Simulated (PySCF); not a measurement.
# SbO₂F: singlet, from a T-shaped (ligand arrangement 2) start

The task is one start of a wider search on SbO₂F: the singlet, from a T-shaped (ligand arrangement 2) start. It is relaxed, tested by its Hessian and followed downhill if it is a saddle.

Method: PBE0, basis Sb def2-TZVP with ECP28, O def2-TZVP, F def2-TZVP, scalar-relativistic core potentials, no spin–orbit coupling, density fitting; program: PySCF 2.14.0.

## 1. The starting structure

4 atoms, charge 0, spin multiplicity 1.

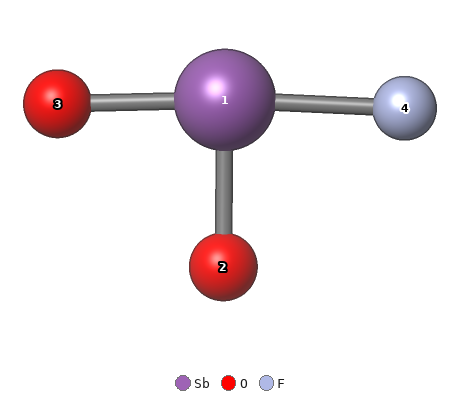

Start geometry, drawn with antimony purple, oxygen red, fluorine light blue; atoms are numbered from 1 in the order of the file.

Coordinates in bohr (charge 0 multiplicity 1):
```
Sb   -0.0919    0.0000   -0.3606
O    -0.0919    0.0000    3.2298
O    -3.6801    0.0000   -0.2353
F     3.7608    0.0000   -0.2261
```

## 2. Relaxation: T-shaped (ligand arrangement 2) start, singlet

The steps below are one call of a driver around PySCF. For each, scf.py gives the equivalent set-up of the SCF; relaxations use the driver's own optimiser. Before each start the driver seeks the lowest SCF state from one or more starting densities and follows internal instabilities, so scf.py alone need not reach the same state.

The program finds Cs symmetry in the start, which this walk keeps. Threshold on the gradient: 0.0003 Eh/bohr, with a further test on the energy change.

Contents of scf.py:

```python
from pyscf import gto, scf, dft
mol = gto.M(atom='''
Sb    -0.048651     0.000000    -0.190838
O     -0.048651     0.000000     1.709162
O     -1.947451     0.000000    -0.124538
F      1.990149     0.000000    -0.119638''',
    basis={'Sb': 'def2-TZVP', 'O': 'def2-TZVP', 'F': 'def2-TZVP'},
    ecp={'Sb': 'def2-TZVP'},
    charge=0, spin=0)
mf = dft.RKS(mol, xc='PBE0')
mf.grids.atom_grid = (50, 194)
aux = {'Sb': 'def2-universal-JKFIT', 'O': 'def2-universal-JKFIT', 'F': 'def2-universal-JKFIT'}
mf = mf.density_fit(auxbasis=aux)
mf.kernel()
```

The runs that follow: Vibrations and properties at this point.

**Question.** What will these runs give? Wanted: minimum; geometry; wavenumbers; dipole moment; highest occupied, lowest empty level; polar-tensor charge of Sb1; zero-point energy; atomisation energy.

As calculated:

| quantity | value |
| --- | --- |
| minimum | singlet, C2v |
| geometry | Sb–F 1.884 Å, Sb–O 1.784 Å (×2); F–Sb–O 108.1° (×2), O–Sb–O 143.8° |
| wavenumbers (cm⁻¹) | 168 (b1), 209 (a1), 218 (b2), 652 (a1), 848 (a1), 928 (b2) |
| dipole moment | 0.17 D |
| highest occupied, lowest empty level | -9.64, -4.07 eV |
| polar-tensor charge of Sb1 | +1.72 e |
| zero-point energy | 18.1 kJ/mol |
| entropy at 298.15 K | 303.8 J/(mol K) |
| atomisation energy (no zero-point energy) | 1039 kJ/mol |

In words: The T-shaped (ligand arrangement 2) start (Cs) ends in a minimum of C2v symmetry. In the infrared the band at 652 cm⁻¹ (a1, stretch) leads. Other starts or spin states, not run here, may lie lower. Spin–orbit coupling is left out.
